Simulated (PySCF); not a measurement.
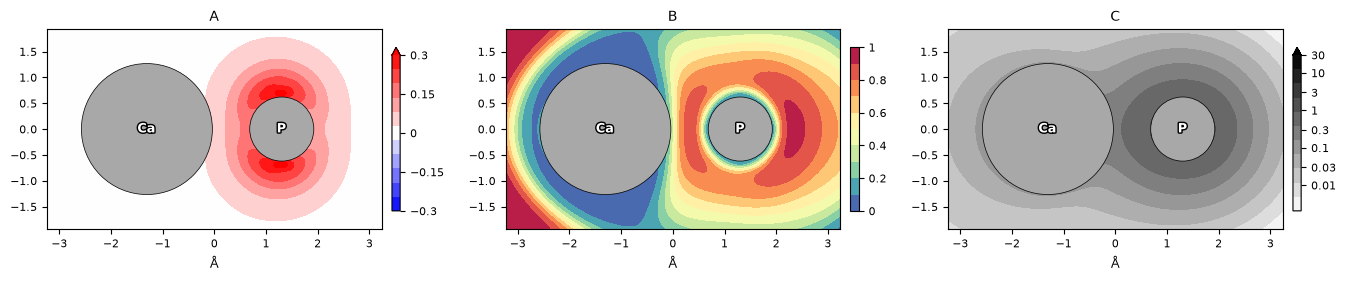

CaP (charge −1, triplet): 3 fields on a plane that holds the molecular axis, with unlabelled colour scales. Grey discs cover the atomic cores.

All numbers below come from PySCF 2.14.0, PBE0/def2-SVPD, non-relativistic Hamiltonian with scalar-relativistic core potentials where named, at a bond length of 2.610 Å.

```yaml
atoms:
  - { symbol: Ca, position_ang: [0.0000, 0.0000, -1.1396] }
  - { symbol: P, position_ang: [0.0000, 0.0000, 1.4704] }
```

**Which field does each panel show? The fields are: electron density, electron localisation function and spin density.**

Panel A: spin density (confined to the atoms that carry the unpaired spin). Panel B: electron localisation function. Panel C: electron density. From the grid: Ca–P (2.61 Å): ρ at the midpoint is about 0.32 e/Å³; the ELF peaks at about 0.85 in the valence shell of P, 0.9 Å from its nucleus, and is about 0.40 at the midpoint.
